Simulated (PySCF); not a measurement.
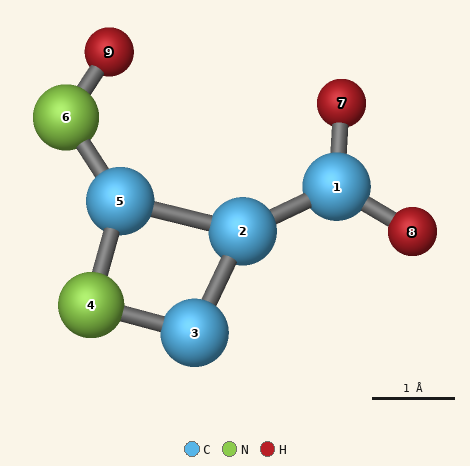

The structure as given in the input (ball-and-stick view, seen at a tilt; atoms are numbered from 1 in the order of the input). Bond lengths as drawn: C–C 1.31 to 1.54 Å, C–H 1.08 Å, C–N 1.24 to 1.40 Å and H–N 1.02 Å.

**EPR calculation, with input and output: C$_{4}$H$_{3}$N$_{2}$**

The run: EPR calculation of C$_{4}$H$_{3}$N$_{2}$, multiplicity 2. Method and program: UKS B3LYP, pcH-1 on C H N, non-relativistic, mean-field spin-orbit, GIAO (PySCF 2.14.0).

It belongs to a series of runs on one base structure; here: H removed from sp2 C.

What the program printed:
```
UKS, coarse grid
  cycle   1  E = -263.47560477  |g| = 4.16e-01
  cycle   2  E = -262.71715927  |g| = 1.25e+00
  cycle   3  E = -263.53131837  |g| = 2.12e-01
  cycle   4  E = -263.55588208  |g| = 5.51e-02
  cycle   5  E = -263.55658328  |g| = 4.53e-02
  cycle   6  E = -263.55738656  |g| = 1.78e-02
  cycle   7  E = -263.55755610  |g| = 5.81e-03
  cycle   8  E = -263.55758611  |g| = 3.02e-03
  cycle   9  E = -263.55759668  |g| = 1.48e-03
  cycle  10  E = -263.55760185  |g| = 8.16e-04
UKS, final grid
  cycle   1  E = -263.55758242  |g| = 9.61e-04
  cycle   2  E = -263.55758215  |g| = 1.63e-03
  cycle   3  E = -263.55758360  |g| = 3.44e-04
  cycle   4  E = -263.55758381  |g| = 3.22e-04
  cycle   5  E = -263.55758414  |g| = 1.35e-04
  cycle   6  E = -263.55758417  |g| = 4.63e-05
  cycle   7  E = -263.55758417  |g| = 2.64e-05
E = -263.55758417 Eh   <S^2> = 0.7574 (exact 0.7500)
g shifts (ppm)      1          2          3
  rmc          -184       -184       -184
  gc             13         18        -37
  oz_so       -1579       -184        831
  total       -1749       -350        611
hyperfine (MHz)  atom isotope    a_iso     a_fc   dipolar eigenvalues
    0   13C      -7.89      -7.89     -1.02     -0.94      1.96
    1   13C      80.15      80.15    -15.97    -14.49     30.45
    2   13C     492.87     492.87    -72.18    -54.81    126.99
    3   14N      63.85      63.85     -8.61     -0.07      8.68
    4   13C     158.04     158.04     -7.77     -3.34     11.11
    5   14N       2.80       2.80     -5.36     -0.10      5.46
    6    1H      13.05      13.05     -1.95     -1.63      3.58
    7    1H      11.42      11.42     -2.71     -2.34      5.05
    8    1H       0.83       0.83     -3.14     -1.54      4.68
```

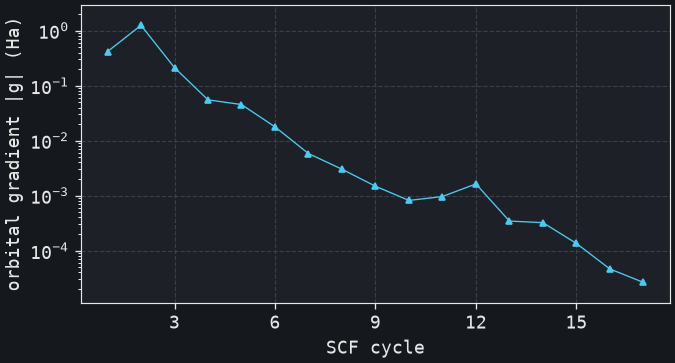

Convergence of the self-consistent field: orbital gradient |g| against the SCF cycle. All cycles printed in the log are drawn one after another.

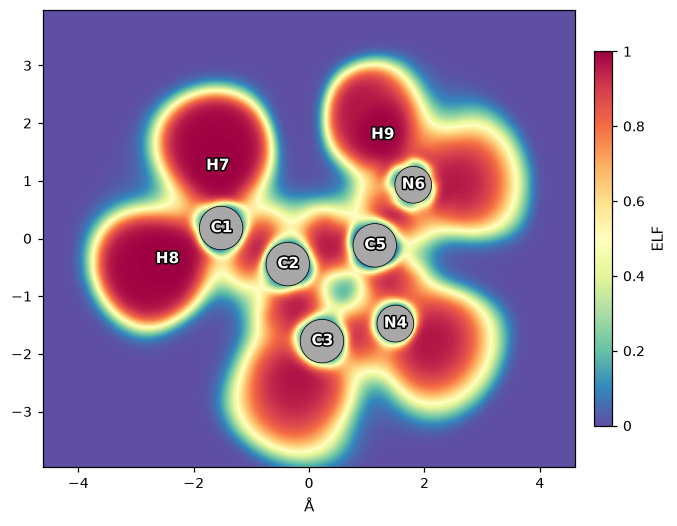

Electron localisation function on the molecular plane. Grey discs, where drawn, cover atomic cores. C–N (1.24 Å): the ELF peaks at about 0.95 between the atoms (a double or triple bond). C–C (1.31 Å): the ELF peaks at about 0.95 between the atoms; a double or triple bond. C–N (1.31 Å): the ELF peaks at about 0.90 between the atoms (a double or triple bond).

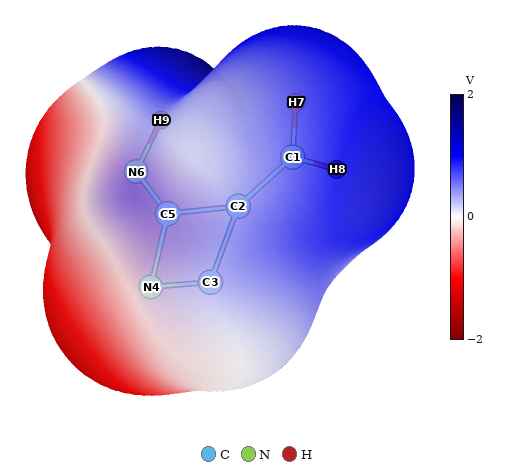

The electrostatic potential painted on the density surface at 0.001 e/bohr³, seen at a tilt; the colour scale runs from red (negative) to blue (positive).

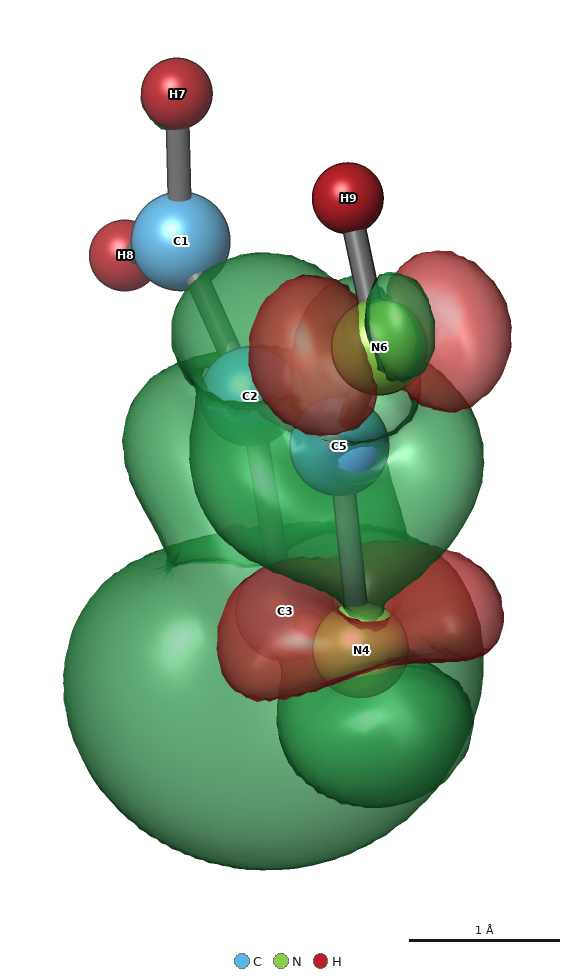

Isosurfaces of the spin density at +0.008 (green) and −0.008 e/Å³ (red), seen at an oblique angle. The unpaired spin (1 electron) lies mostly on C3 (about 0.8) and C2 (about 0.1), in electrons by Hirshfeld's partition.

This output came from the following input.

Input:
```
{"job": {"kind": "epr", "basis": "pcH-1"}, "charge": 0, "multiplicity": 2}
C      1.466993    -0.447942     0.091149
C      0.157111    -0.552234     0.051954
C     -0.926891    -1.529696     0.094386
N     -1.963883    -0.739773    -0.016860
C     -1.085718     0.351721    -0.075141
N     -1.266650     1.577617    -0.185782
H      1.960999     0.508898     0.027067
H      2.100275    -1.315186     0.188761
H     -0.428676     2.152588    -0.200713
```

The first line tells a small driver script what to run in PySCF; the rest is the geometry in Å.

Launch command:
```bash
OMP_NUM_THREADS=1 python <driver script> task.json out
```

Results in brief:

| quantity | value |
| --- | --- |
| outcome | converged |
| total energy | −263.557584 hartree |
| ⟨S²⟩ | 0.757 |
| isotropic g | 2.0018 |
| hardware | 1 CPU thread, shared host |
| wall time | 17 s |
| peak memory | 0.75 GiB |
